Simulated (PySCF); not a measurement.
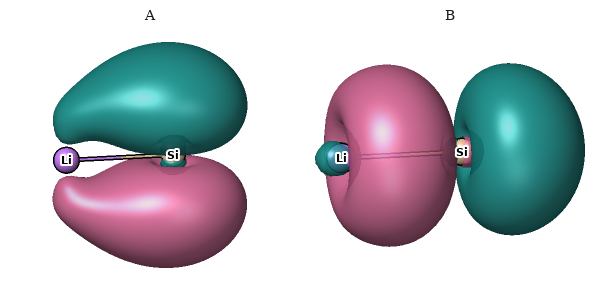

The picture shows: LiSi (quartet). Two frontier α-spin orbitals, each drawn at the value that holds 80 % of its norm (teal and pink are the two phases), in no order; of a degenerate pair one member is drawn.

All numbers below come from PBE0/x2c-SVPall, spin-free X2C-1e, Gaussian nucleus, at a bond length of 2.364 Å (PySCF).

**Label each orbital by symmetry, say whether it is occupied, and order them by energy.**

Orbital B: σ, occupied in this spin, −5.24 eV; mainly on Si (80 %).
Orbital A: π, occupied in this spin, −4.51 eV; mainly on Si (85 %).
